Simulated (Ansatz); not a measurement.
# C4H9GaS: ionisation energy by level of theory

Aim: the vertical ionisation energy of C4H9GaS, as cation minus neutral at the neutral's geometry, on several levels, and how well −ε(HOMO) stands in for it.

Method: unrestricted cation, the program's frozen cores in correlated methods; program: Ansatz 0.2.0, Gaussian basis.

The runs, in order: UKS PBE-D4/def2-TZVPP; UKS r2SCAN-D4/def2-TZVPP; UKS PBE0-D4/def2-TZVPP; UKS B3LYP-D4/def2-TZVPP; UKS wB97X-V/def2-TZVPP; UKS wB97M-V/def2-TZVPP; UKS B2PLYP/def2-TZVPP; UHF-CCSD(T)/def2-TZVPP; UHF-MP2/def2-QZVPP; extrapolation to the limit; then −ε(HOMO) from the neutral's earlier runs with LDA (SPW92), PBE-D4, revPBE-D4, BLYP-D4, r2SCAN-D4, B97M-V, PBE0-D4, B3LYP-D4, r2SCANh-D4, r2SCAN0-D4, HSE06-D4, BHLYP-D4, CAM-B3LYP-D4, LC-ωPBE, ωB97X-V, ωB97M-V.

### 1 The relaxed structure

The geometry comes from an earlier relaxation with PBE0-D4 in a triple-zeta def2 set; it is a stationary point, not always the lowest conformer.

15 atoms, charge 0, spin multiplicity 1.

Atoms are counted from 1 here; the program's logs count them from 0.

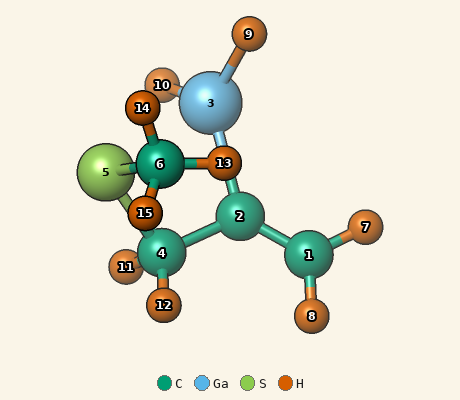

The geometry (carbon teal, gallium blue, sulfur green, hydrogen orange); atoms are numbered from 1 in the order of the file.

Geometry (Å):

```xyz
15
charge 0, multiplicity 1
C     0.3166   -1.9522    0.8523
C     0.6600   -0.8882    0.1366
Ga    1.6872    0.7853    0.5261
C     0.0585   -0.5879   -1.2035
S    -0.2157    1.2183   -1.2090
C    -1.5758    1.3330   -0.0383
H     0.7370   -2.1412    1.8350
H    -0.3938   -2.6939    0.4860
H     1.3458    1.6380    1.8030
H     2.9972    1.0413   -0.3057
H     0.7790   -0.7442   -2.0127
H    -0.8648   -1.1205   -1.4538
H    -1.3604    0.7337    0.8474
H    -1.6708    2.3805    0.2459
H    -2.5000    0.9980   -0.5093
```

### 2 Cation, UKS PBE-D4/def2-TZVPP

Contents of in.yaml:

```yaml
crystal:
  periodic: [false, false, false]
  atoms:
    - {symbol: C, position_ang: [0.316615, -1.952182, 0.852256]}
    - {symbol: C, position_ang: [0.659994, -0.888210, 0.136647]}
    - {symbol: Ga, position_ang: [1.687199, 0.785251, 0.526093]}
    - {symbol: C, position_ang: [0.058482, -0.587944, -1.203534]}
    - {symbol: S, position_ang: [-0.215735, 1.218340, -1.209047]}
    - {symbol: C, position_ang: [-1.575768, 1.332970, -0.038310]}
    - {symbol: H, position_ang: [0.736986, -2.141151, 1.835026]}
    - {symbol: H, position_ang: [-0.393759, -2.693921, 0.486030]}
    - {symbol: H, position_ang: [1.345763, 1.638004, 1.802971]}
    - {symbol: H, position_ang: [2.997241, 1.041314, -0.305672]}
    - {symbol: H, position_ang: [0.778966, -0.744169, -2.012697]}
    - {symbol: H, position_ang: [-0.864798, -1.120530, -1.453761]}
    - {symbol: H, position_ang: [-1.360443, 0.733687, 0.847432]}
    - {symbol: H, position_ang: [-1.670761, 2.380532, 0.245881]}
    - {symbol: H, position_ang: [-2.499971, 0.998011, -0.509325]}
basis:
  gaussian: {orbitals: def2-TZVPP}
total_charge: 1
magnetization: {spin_polarized: true, initial_magnetization: 1}
hamiltonian: {xc: pbe, dispersion: d4}
```

Started as:

```bash
$ ansatz run in.yaml --threads 2 --pin off --events-out ev --progress --plain --max-ram 32768MiB --backend cuda --devices 0, --max-vram 18GiB
```

Log:

```text
Functional definition: PBE
  name "PBE"
  cite "Perdew, Burke & Ernzerhof, Phys. Rev. Lett. 77, 3865 (1996) doi:10.1103/PhysRevLett.77.3865"
  parent pbe
  parameter kappa = 0.804
  parameter beta = 0.06672455060314922
  exchange = pbe_x(kappa = kappa, mu = beta*pi^2/3)
  correlation = pbe_c(beta = beta)
1903 factors; their error is unknown
mean field evaluation 1: about -67446.6770 eV, gradient 8.6e1 eV
mean field evaluation 2: about -67145.6411 eV, gradient 2.0e2 eV
mean field evaluation 4: about -67471.9053 eV, gradient 3.9e1 eV
mean field evaluation 8: about -67481.9428 eV, gradient 2.3e0 eV
mean field evaluation 16: about -67481.9450 eV, gradient 1.1e-1 eV
mean field evaluation 32: about -67481.9451 eV, gradient 1.9e-4 eV
mean field evaluation 64: about -67481.7498 eV, gradient 3.3e-1 eV
mean field -67481.94514367 eV, -2479.9157431246 hartree, gradient 4.7e-6 eV, S^2 0.754477; 8 other end points of the search recorded, 0 dependent functions left out
reference -67481.94519243 eV, -2479.9157449164 hartree; 40, 39 occupied and 300, 301 virtual orbitals, 1903 factors
Total energy: -67482.35048207 eV, -2479.9306390362 hartree
```

Run time: 8.5 s. Hardware: 1 × H100 (card shared with other runs) with 2 threads of AMD EPYC 7R13, shared host; peak host memory 0.96 GiB.

Less the neutral's -67491.0879 eV (earlier run), this gives 8.737 eV. ⟨S²⟩ = 0.754.

### 3 Cation, UKS r2SCAN-D4/def2-TZVPP

in.yaml: that of step 2 with these lines changed.

```diff
@@ -22,2 +22,2 @@
 magnetization: {spin_polarized: true, initial_magnetization: 1}
-hamiltonian: {xc: pbe, dispersion: d4}
+hamiltonian: {xc: r2scan, dispersion: d4}
```

Launched as before.

Log, cut to the lines that bear on the results:

```text
Functional definition: r2SCAN
  name "r2SCAN"
  cite "Furness, Kaplan, Ning, Perdew & Sun, J. Phys. Chem. Lett. 11, 8208 (2020) doi:10.1021/acs.jpclett.0c02405"
  cite "Furness, Kaplan, Ning, Perdew & Sun, J. Phys. Chem. Lett. 11, 9248 (2020) doi:10.1021/acs.jpclett.0c03077"
  parent r2scan
[...]
1903 factors; their error is unknown
[...]
mean field -67496.84869076 eV, -2480.4634383782 hartree, gradient 6.5e-6 eV, S^2 0.762297; 7 other end points of the search recorded, 0 dependent functions left out
reference -67496.84870859 eV, -2480.4634390335 hartree; 40, 39 occupied and 300, 301 virtual orbitals, 1903 factors
Total energy: -67496.94841910 eV, -2480.4671033270 hartree
```

Run time: 9.5 s. Hardware: 1 × H100 (card shared with other runs) with 2 threads of AMD EPYC 7R13, shared host; peak host memory 1 GiB.

Less the neutral's -67505.7584 eV (earlier run), this gives 8.810 eV. ⟨S²⟩ = 0.762.

### 4 Cation, UKS PBE0-D4/def2-TZVPP

in.yaml: that of step 3 with these lines changed.

```diff
@@ -22,2 +22,2 @@
 magnetization: {spin_polarized: true, initial_magnetization: 1}
-hamiltonian: {xc: r2scan, dispersion: d4}
+hamiltonian: {xc: pbe0, dispersion: d4}
```

Same command.

Log, cut to the lines that bear on the results:

```text
Functional definition: PBE0
  name "PBE0"
  cite "Adamo & Barone, J. Chem. Phys. 110, 6158 (1999) doi:10.1063/1.478522"
  cite "Perdew, Burke & Ernzerhof, Phys. Rev. Lett. 77, 3865 (1996) doi:10.1103/PhysRevLett.77.3865"
  parent pbe
[...]
1979 factors; their error is unknown
[...]
mean field -67484.30129482 eV, -2480.0023300821 hartree, gradient 1.0e-5 eV, S^2 0.762514; 7 other end points of the search recorded, 0 dependent functions left out
reference -67484.30133146 eV, -2480.0023314287 hartree; 40, 39 occupied and 300, 301 virtual orbitals, 1979 factors
Total energy: -67484.64702839 eV, -2480.0150355567 hartree
```

Wall time 7 s (1 × H100 (card shared with other runs) with 2 threads of AMD EPYC 7R13, shared host); peak host memory 0.97 GiB.

Less the neutral's -67493.6766 eV (earlier run), this gives 9.030 eV. ⟨S²⟩ = 0.763.

### 5 Cation, UKS B3LYP-D4/def2-TZVPP

in.yaml: that of step 4 with these lines changed.

```diff
@@ -22,2 +22,2 @@
 magnetization: {spin_polarized: true, initial_magnetization: 1}
-hamiltonian: {xc: pbe0, dispersion: d4}
+hamiltonian: {xc: {name: B3LYP}, dispersion: d4}
```

Launched as before.

Log, cut to the lines that bear on the results:

```text
Functional definition: B3LYP
  name "B3LYP"
  cite "Stephens, Devlin, Chabalowski & Frisch, J. Phys. Chem. 98, 11623 (1994) doi:10.1021/j100096a001"
  cite "Becke, Phys. Rev. A 38, 3098 (1988) doi:10.1103/PhysRevA.38.3098"
  cite "Lee, Yang & Parr, Phys. Rev. B 37, 785 (1988) doi:10.1103/PhysRevB.37.785"
  cite "Vosko, Wilk & Nusair, Can. J. Phys. 58, 1200 (1980) doi:10.1139/p80-159"
[...]
1950 factors; their error is unknown
[...]
mean field -67502.34935092 eV, -2480.6655839104 hartree, gradient 8.8e-6 eV, S^2 0.759579; 6 other end points of the search recorded, 0 dependent functions left out
reference -67502.34965780 eV, -2480.6655951881 hartree; 40, 39 occupied and 300, 301 virtual orbitals, 1950 factors
Total energy: -67503.00555854 eV, -2480.6896990956 hartree
```

It took 7 s on 1 × H100 (card shared with other runs) with 2 threads of AMD EPYC 7R13, shared host; peak host memory 0.97 GiB.

The neutral molecule at this level: -67512.0395 eV. Difference: 9.034 eV. ⟨S²⟩ = 0.760.

### 6 Cation, UKS wB97X-V/def2-TZVPP

in.yaml: that of step 5 with these lines changed.

```diff
@@ -22,2 +22,2 @@
 magnetization: {spin_polarized: true, initial_magnetization: 1}
-hamiltonian: {xc: {name: B3LYP}, dispersion: d4}
+hamiltonian: {xc: {name: wB97X-V}}
```

The command is unchanged.

Log, cut to the lines that bear on the results:

```text
Functional definition: wB97X-V
  name "wB97X-V"
  cite "Mardirossian & Head-Gordon, Phys. Chem. Chem. Phys. 16, 9904 (2014) doi:10.1039/C3CP54374A"
  cite "Becke, J. Chem. Phys. 107, 8554 (1997) doi:10.1063/1.475007"
  cite "Vydrov & Van Voorhis, J. Chem. Phys. 133, 244103 (2010) doi:10.1063/1.3521275"
[...]
      + integral(e_c_pw_opposite_spin*poly(b97_u_opposite, cos0, cos1)) + vv10(b, c)
1945 factors; their error is unknown
470 factors; integrals over basis functions are off by at most 8.7e-6 eV
[...]
mean field -67492.43462271 eV, -2480.3012243693 hartree, gradient 6.9e-6 eV, S^2 0.764892; 6 other end points of the search recorded, 0 dependent functions left out
reference -67492.43462029 eV, -2480.3012242805 hartree; 40, 39 occupied and 300, 301 virtual orbitals, 1945 factors
Total energy: -67492.43462029 eV, -2480.3012242805 hartree
```

It took 13 s on 1 × H100 (card shared with other runs) with 2 threads of AMD EPYC 7R13, shared host; peak host memory 1.1 GiB.

The neutral molecule at this level: -67501.7027 eV. Difference: 9.268 eV. ⟨S²⟩ = 0.765.

### 7 Cation, UKS wB97M-V/def2-TZVPP

in.yaml: that of step 6 with these lines changed.

```diff
@@ -22,2 +22,2 @@
 magnetization: {spin_polarized: true, initial_magnetization: 1}
-hamiltonian: {xc: {name: wB97X-V}}
+hamiltonian: {xc: {name: wB97M-V}}
```

Same command.

Log, cut to the lines that bear on the results:

```text
Functional definition: wB97M-V
  name "wB97M-V"
  cite "Mardirossian & Head-Gordon, J. Chem. Phys. 144, 214110 (2016) doi:10.1063/1.4952647"
  cite "Becke, J. Chem. Phys. 107, 8554 (1997) doi:10.1063/1.475007"
  cite "Vydrov & Van Voorhis, J. Chem. Phys. 133, 244103 (2010) doi:10.1063/1.3521275"
  # Of w^i u^j: cxij and so on, Table III.
[...]
  gx(w, u) = 1 - cx + cx01*u + cx10*w
  gss(w, u) = css00 + css04*u^4 + css10*w + css20*w^2 + css43*w^4*u^3
  gos(w, u) = cos00 + cos10*w + (cos20 + cos21*u)*w^2 + (cos60 + cos61*u)*w^6
[...]
      + integral(e_c_pw_mod_opposite_spin*gos(b97_w_opposite, b97_u_opposite)) + vv10(b, c)
1945 factors; their error is unknown
470 factors; integrals over basis functions are off by at most 8.7e-6 eV
[...]
mean field -67494.26305202 eV, -2480.3684179071 hartree, gradient 4.1e-6 eV, S^2 0.761250; 6 other end points of the search recorded, 0 dependent functions left out
reference -67494.26311153 eV, -2480.3684200941 hartree; 40, 39 occupied and 300, 301 virtual orbitals, 1945 factors
Total energy: -67494.26311153 eV, -2480.3684200941 hartree
```

Run time: 16 s. Hardware: 1 × H100 (card shared with other runs) with 2 threads of AMD EPYC 7R13, shared host; peak host memory 1.2 GiB.

Less the neutral's -67503.5049 eV (earlier run), this gives 9.242 eV. ⟨S²⟩ = 0.761.

### 8 Cation, UKS B2PLYP (frozen core)/def2-TZVPP

in.yaml: that of step 7 with these lines changed.

```diff
@@ -22,2 +22,2 @@
 magnetization: {spin_polarized: true, initial_magnetization: 1}
-hamiltonian: {xc: {name: wB97M-V}}
+hamiltonian: {xc: {name: B2PLYP}}
```

The command is unchanged.

Log, cut to the lines that bear on the results:

```text
Functional definition: B2PLYP
  name "B2PLYP"
  cite "Grimme, J. Chem. Phys. 124, 034108 (2006) doi:10.1063/1.2148954"
  cite "Becke, Phys. Rev. A 38, 3098 (1988) doi:10.1103/PhysRevA.38.3098"
  cite "Lee, Yang & Parr, Phys. Rev. B 37, 785 (1988) doi:10.1103/PhysRevB.37.785"
[...]
2010 factors; integrals over basis functions are off by at most 9.7e-4 eV
[...]
mean field -67473.15331548 eV, -2479.5926493981 hartree, gradient 5.5e-6 eV, S^2 0.758296; 6 other end points of the search recorded, 0 dependent functions left out
18 core orbitals not correlated: weight in the atoms' cores, before any rotation towards them, 1.000 or more for the frozen orbitals, at most 0.000 for the correlated occupied ones
reference -67473.15351156 eV, -2479.5926566037 hartree; 22, 21 occupied and 300, 301 virtual orbitals, 2010 factors
second order -34.70707774 eV of doubles, -0.00000000 eV of singles
Total energy: -67482.52442255 eV, -2479.9370312307 hartree
```

Wall time 11 s (1 × H100 (card shared with other runs) with 2 threads of AMD EPYC 7R13, shared host); peak host memory 1.6 GiB.

The neutral molecule at this level: -67491.7604 eV. Difference: 9.236 eV. ⟨S²⟩ = 0.758.

### 9 Cation, UHF-CCSD(T)/def2-TZVPP

in.yaml: that of step 8 with these lines changed.

```diff
@@ -22,2 +22,3 @@
 magnetization: {spin_polarized: true, initial_magnetization: 1}
-hamiltonian: {xc: {name: B2PLYP}}
+correlation: {method: ccsd_t}
+scf: {omitted_lower_state_checks: [cluster_reference]}
```

The command is unchanged.

Log, cut to the lines that bear on the results:

```text
Functional definition: HF
  name "HF"
  cite "Fock, Z. Phys. 61, 126 (1930) doi:10.1007/BF01340294"
  parent pbe
[...]
2010 factors; integrals over basis functions are off by at most 9.7e-4 eV
[...]
mean field -67408.72754607 eV, -2477.2250460414 hartree, gradient 6.4e-6 eV, S^2 0.757710; 7 other end points of the search recorded, 0 dependent functions left out
18 core orbitals not correlated: weight in the atoms' cores, before any rotation towards them, 1.000 or more for the frozen orbitals, at most 0.000 for the correlated occupied ones
reference -67408.72754607 eV, -2477.2250460414 hartree; 22, 21 occupied and 300, 301 virtual orbitals, 2010 factors
second order -27.96765564 eV of doubles, -0.00000000 eV of singles
cycle   1  -28.64885822 eV  change   -6.8e-1 eV  update   1.4e-1
[...]
cycle  26  -29.73940711 eV  change    5.0e-6 eV  update   3.8e-5
perturbative correction -1.33994263 eV, -0.0492419834 hartree
Total energy: -67439.80689581 eV, -2478.3671910780 hartree
Checks for a lower state left out: cluster_reference
```

Wall time 86 s (1 × H100 (card shared with other runs) with 2 threads of AMD EPYC 7R13, shared host); peak host memory 1.6 GiB.

The neutral molecule at this level: -67449.2156 eV. Difference: 9.409 eV. ⟨S²⟩ = 0.758. T1 = 0.035 (report).

### 10 Cation, UHF-MP2/def2-QZVPP

in.yaml: that of step 9 with these lines changed.

```diff
@@ -19,6 +19,6 @@
 basis:
-  gaussian: {orbitals: def2-TZVPP}
+  gaussian: {orbitals: "def2-QZVPP.json"}
 total_charge: 1
 magnetization: {spin_polarized: true, initial_magnetization: 1}
-correlation: {method: ccsd_t}
+correlation: {method: mp2}
 scf: {omitted_lower_state_checks: [cluster_reference]}
```

Launched as before.

Log, cut to the lines that bear on the results:

```text
Functional definition: HF
  name "HF"
  cite "Fock, Z. Phys. 61, 126 (1930) doi:10.1007/BF01340294"
  parent pbe
[...]
3947 factors; integrals over basis functions are off by at most 8.2e-4 eV
[...]
mean field -67410.33236210 eV, -2477.2840219427 hartree, gradient 3.5e-6 eV, S^2 0.757796; 8 other end points of the search recorded, 0 dependent functions left out
18 core orbitals not correlated: weight in the atoms' cores, before any rotation towards them, 1.000 or more for the frozen orbitals, at most 0.000 for the correlated occupied ones
reference -67410.33236210 eV, -2477.2840219427 hartree; 22, 21 occupied and 617, 618 virtual orbitals, 3947 factors
second order -36.22369019 eV of doubles, -0.00000000 eV of singles
Total energy: -67446.55605228 eV, -2478.6152180038 hartree
Checks for a lower state left out: cluster_reference
```

Wall time 24 s (1 × H100 (card shared with other runs) with 2 threads of AMD EPYC 7R13, shared host); peak host memory 1.4 GiB.

The neutral molecule at this level: -67456.3001 eV. Difference: 9.744 eV. ⟨S²⟩ = 0.758.

### 11 Extrapolating to the complete basis

This step is arithmetic on the last runs, with X = 3 and 4: exp(−7.88√X) for Hartree-Fock, X^−2.97 for correlation; only MP2 was run in the larger set, so CCSD(T) minus MP2 is added from the smaller one.

```tsv
level	energy at the limit (eV)
HF	-67410.5534
MP2	-67452.8927
CCSD	-67454.6644
CCSD(T)	-67456.0044
```

This is no true limit for total energies: MP2 correlation changes by a factor of 1.30 from triple to quadruple zeta (about 1.07 in light molecules), because outer-core shells are correlated in sets not made for them. Much of that cancels between molecule and atoms or ions.

The neutral's limit, from its own earlier runs, is -67465.5156 eV in the additive form (MP2 limit plus CCSD(T) minus MP2 in triple zeta), in which the cation has -67456.0044 eV.

### 12 Ionisation energies side by side

Differences are taken before rounding.

```tsv
method	ionisation energy (eV)	from CCSD(T)/CBS (eV)	time
PBE-D4	8.74	-0.77	12 s
r2SCAN-D4	8.81	-0.70	14 s
PBE0-D4	9.03	-0.48	12 s
B3LYP-D4	9.03	-0.48	13 s
ωB97X-V	9.27	-0.24	19 s
ωB97M-V	9.24	-0.27	22 s
B2PLYP	9.24	-0.28	19 s
HF/def2-TZVPP	7.95	-1.56	
MP2/def2-TZVPP	9.69	+0.18	
CCSD/def2-TZVPP	9.31	-0.20	
CCSD(T)/def2-TZVPP	9.41	-0.10	1.7 min
CCSD(T)/CBS	9.51	0	2.2 min
```

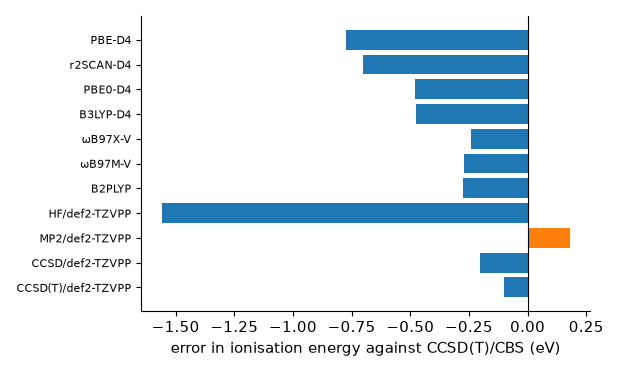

Error of each method against CCSD(T)/CBS.

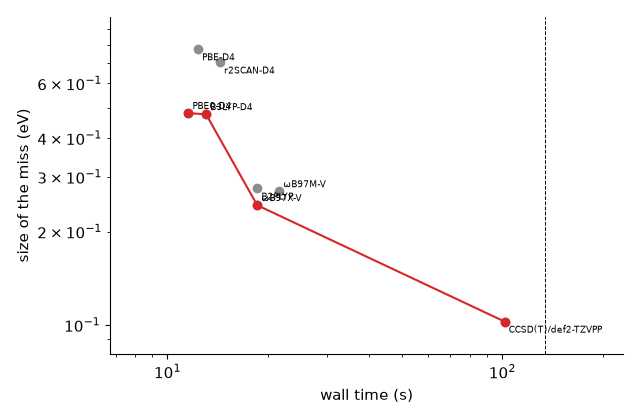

Miss against cost. Red marks the levels that no quicker level drawn beats (of those quicker than the yardstick), and the dashed line is the time of CCSD(T)/CBS. Times are from a shared host. Runs this short are mostly start-up, so their order is noise.

Times add the cation's run and the neutral's; HF, MP2 and CCSD come out of the CCSD(T) runs.

Orbital estimates, from the neutral's runs:

```tsv
functional	−ε(HOMO) (eV)	by energy difference (eV)
LDA (SPW92)	6.25	
PBE-D4	6.12	8.74
revPBE-D4	6.06	
BLYP-D4	5.97	
r2SCAN-D4	6.33	8.81
B97M-V	6.38	
PBE0-D4	7.23	9.03
B3LYP-D4	7.01	9.03
r2SCANh-D4	6.75	
r2SCAN0-D4	7.38	
HSE06-D4	6.84	
BHLYP-D4	8.19	
CAM-B3LYP-D4	8.53	
LC-ωPBE	9.91	
ωB97X-V	9.54	9.27
ωB97M-V	9.42	9.24
```

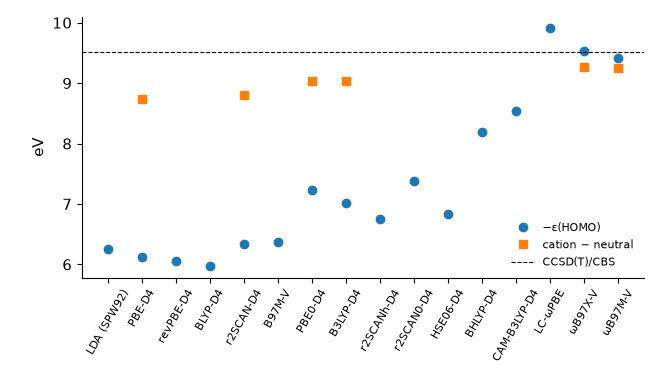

Orbital estimates and energy differences by functional.

### 13 Outcome

| quantity | value |
| --- | --- |
| ionisation energy, CCSD(T)/CBS | 9.51 eV |
| nearest functional by difference | ωB97X-V (-0.24 eV) |
| nearest −ε(HOMO) | ωB97X-V (+0.03 eV) |
| −ε(HOMO) of PBE | 6.12 eV |
| T1 of the cation | 0.035 |

**Reading.** By cation minus neutral, the functionals miss by 0.77 eV at most. −ε(HOMO) of PBE misses by 3.4 eV, since self-interaction lifts the level. Among orbital estimates ωB97X-V comes nearest. Hartree-Fock falls 1.56 eV short, as the neutral has more correlation energy than the cation. The cation's T1 (from the report) is 0.035, near the customary mark of 0.045 for open shells, so the coupled-cluster value is less safe. Correlated methods include outer-core shells of Ga, which these sets cover unevenly. With outer-core shells in play the reference is unsure by up to some tenths of an eV, so close misses can't be ranked.

For cost: CCSD(T)/def2-TZVPP gets within 0.10 eV in 1.7 min, where CCSD(T)/CBS took 2.2 min.
